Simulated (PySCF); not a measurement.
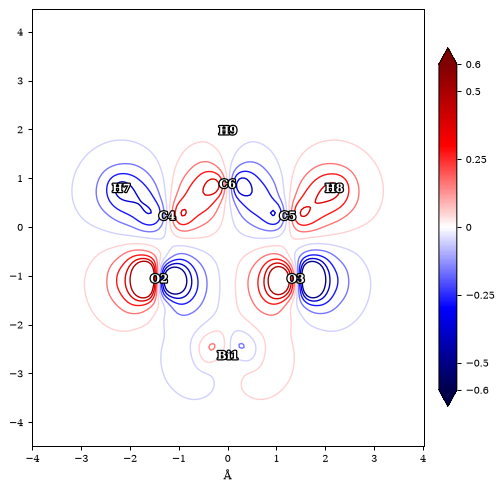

*C3H3BiO2 (charge +2). The HOMO−1 on the molecular plane (values in Å⁻³ᐟ²; the overall sign is arbitrary).*

Core potentials replace the inner electrons of Bi.

These are results of PySCF 2.14.0, RKS PBE0, Bi def2-SVP with ECP60, O def2-SVP, C def2-SVP, H def2-SVP; non-relativistic Hamiltonian with scalar-relativistic core potentials where named; density fitting, not measurements.

```yaml
atoms:
  - { symbol: Bi, position_ang: [0.0000, 0.0000, -0.4595] }
  - { symbol: O, position_ang: [1.4005, 0.0000, 1.1082] }
  - { symbol: O, position_ang: [-1.4005, 0.0000, 1.1082] }
  - { symbol: C, position_ang: [1.2358, 0.0000, 2.3938] }
  - { symbol: C, position_ang: [-1.2358, 0.0000, 2.3938] }
  - { symbol: C, position_ang: [0.0000, 0.0000, 3.0490] }
  - { symbol: H, position_ang: [2.1806, 0.0000, 2.9626] }
  - { symbol: H, position_ang: [-2.1806, 0.0000, 2.9626] }
  - { symbol: H, position_ang: [0.0000, 0.0000, 4.1440] }
```

Q: What is the character of this orbital?

A: It lies mainly on O2 (about 25 %), O3 (about 25 %), C4 (about 10 %), C5 (about 10 %), C6 (about 10 %), H7 (about 5 %) and H8 (about 5 %); it is symmetric in the molecular plane (an in-plane orbital: σ, lone-pair or in-plane π type). Its energy is −19.13 eV.
